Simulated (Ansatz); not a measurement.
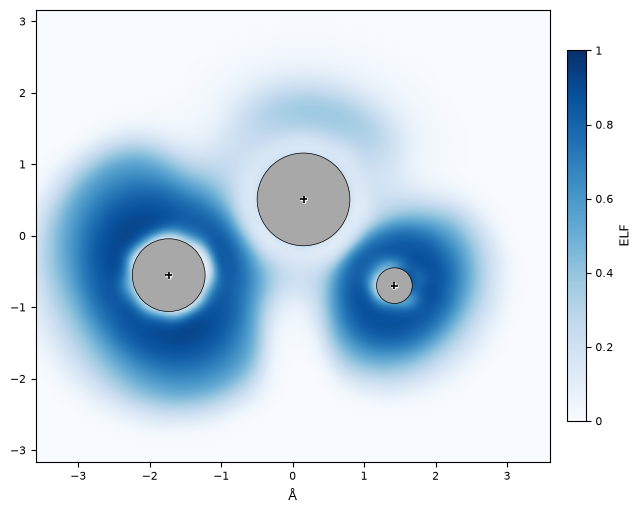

The ELF on a plane through atoms (crosses mark nuclei in the plane; grey discs cover the cores).

Theory: Ansatz, RKS PBE/def2-SVP.

Candidates:
A. AlH$_{3}$O···HCl
B. ClFGeH$_{2}$

Question: Which system is this?

Answer: Candidate B: ClFGeH$_{2}$ on the plane of atoms Cl3, Ge1 and F4, which holds Ge, Cl and F. Ge–F (1.75 Å): the ELF peaks at about 0.80 in the valence shell of F, 0.5 Å from its nucleus, and is about 0.25 at the midpoint. Ge–Cl (2.16 Å): the ELF peaks at about 0.85 in the valence shell of Cl, 0.9 Å from its nucleus, and is about 0.65 at the midpoint.
